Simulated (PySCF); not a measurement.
**C3H8O2Si2: density, localisation and related maps**

The calculation's input:

```
{"job": {"kind": "nmr", "xc": "PBE0", "basis": "pcSseg-1"}, "charge": 0, "multiplicity": 1}
C     -2.271413     1.211171     0.426810
O     -2.044965    -0.115712     0.782928
Si    -0.661024    -0.774066     1.340795
O     -0.980390    -2.353256     1.496410
C      0.706166    -0.436111     0.123604
C      1.571156    -0.180268    -0.684370
Si     2.898397     0.192395    -1.915843
H     -2.214058     1.863262     1.302020
H     -3.270765     1.278962    -0.004774
H     -1.535432     1.548721    -0.307469
H     -0.292283    -0.315542     2.673818
H     -1.594607    -2.779099     0.904051
H      3.202480     1.625063    -1.836945
H      4.078876    -0.609713    -1.586301
H      2.403446    -0.147816    -3.253612
```

Launched as:

```sh
OMP_NUM_THREADS=1 python probes_run.py task.json out
```

Geometry: GFN2-xTB.

Computed with PBE0/pcSseg-1, SCF density, gas phase, non-relativistic (PySCF 2.14.0).

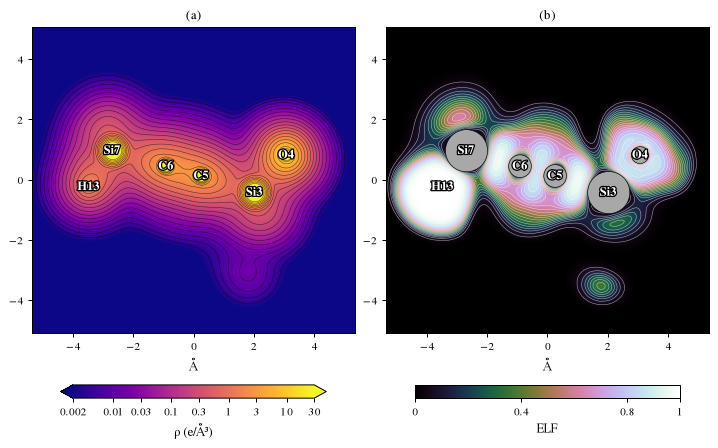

Figure 1. (a) total electron density; (b) ELF on the plane of atoms O4, Si3 and C5. Grey discs cover the atomic cores in the ELF map.

Describe what can be read from this map.

The section cuts through Si, O, C and H sites. C–C (1.21 Å): the density is about 2.8 e/Å³ at the midpoint; the ELF peaks at about 0.85 between the atoms: a short, multiple covalent bond. Si–O (1.62 Å): the density is about 1.2 e/Å³ at the midpoint; the ELF peaks at about 0.85 between the atoms; a polar covalent bond. C–Si (1.85 Å): the density is about 0.93 e/Å³ at the midpoint; the ELF peaks at about 0.95 between the atoms: a covalent bond. Si–H (1.47 Å): the density is about 0.8 e/Å³ at the midpoint; the ELF climbs to about 1 towards the hydrogen, as it does in any bond to H. The ELF also peaks beside O4, away from the bonds: lone-pair regions.

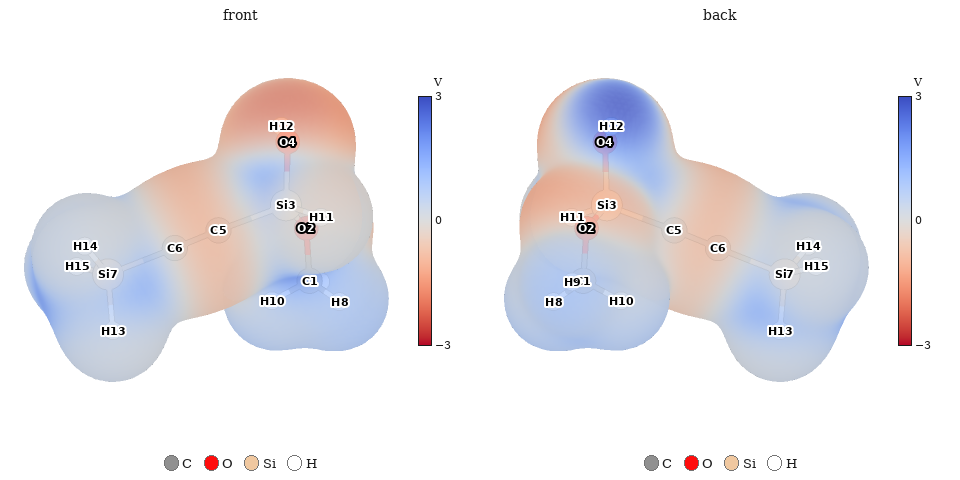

Figure 2. The electrostatic potential painted on the density surface at 0.002 e/bohr³, seen from the front and from behind; red is negative and blue positive.

Where is the surface potential most negative and most positive?

The most negative region (about −1.5 V) lies over O4, the most positive (about +2.3 V) over H12. O4 is the likeliest acceptor of a hydrogen bond.

What dipole moment does the calculation give?

Its dipole moment is 2.01 D.
